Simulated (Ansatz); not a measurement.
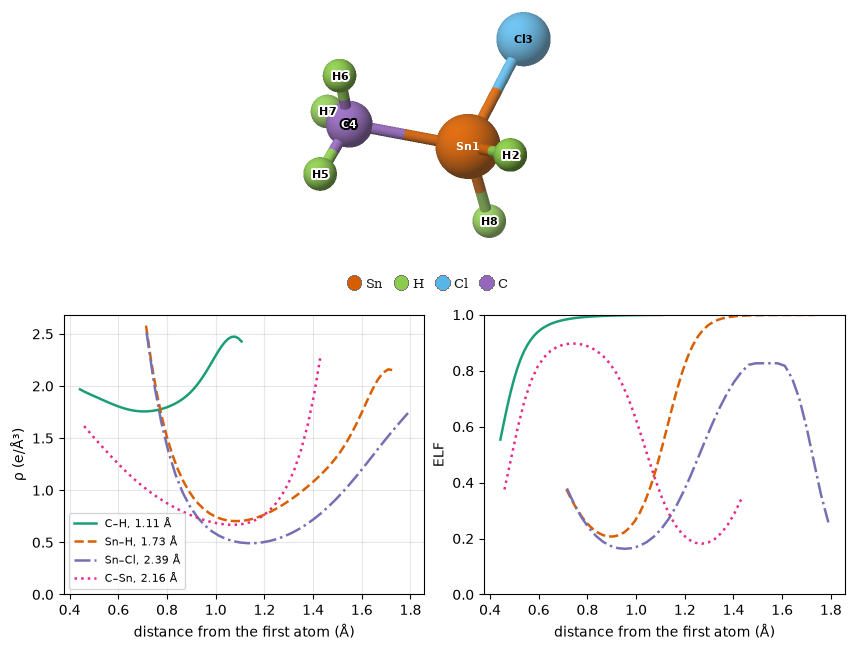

The picture shows: CH₅ClSn. Electron density and ELF along straight lines between neighbouring atoms. The curves leave out the atomic cores. The structure is drawn too.

Core potentials replace the inner electrons of Sn.

Computed with RKS PBE/def2-SVP in Ansatz.

```xyz
8

Sn    0.0798    0.0001    0.2448
H    -0.1833   -0.1307    1.9493
Cl    2.4301    0.3088   -0.0294
C    -0.8755    1.7293   -0.6310
H    -1.9752    1.6048   -0.5920
H    -0.5853    2.6353   -0.0667
H    -0.5520    1.8311   -1.6839
H    -0.3011   -1.4731   -0.5776
```

### Compare the contacts.

C–H (1.11 Å): ρ at the midpoint is about 1.8 e/Å³; the ELF climbs to about 1 towards the hydrogen, as it does in any bond to H; a covalent bond by its length.
Sn–H (1.73 Å): ρ is about 1.1 e/Å³ halfway; the ELF climbs to about 1 towards the hydrogen.
Sn–Cl (2.39 Å): ρ is about 0.5 e/Å³ halfway; the ELF peaks at about 0.85 in the valence shell of Cl, 0.9 Å from its nucleus, and drops to about 0.15 between the two atoms.
C–Sn (2.16 Å): ρ is about 0.67 e/Å³ halfway; the ELF peaks at about 0.90 in the valence shell of C, 0.7 Å from its nucleus, and drops to about 0.20 between the two atoms.
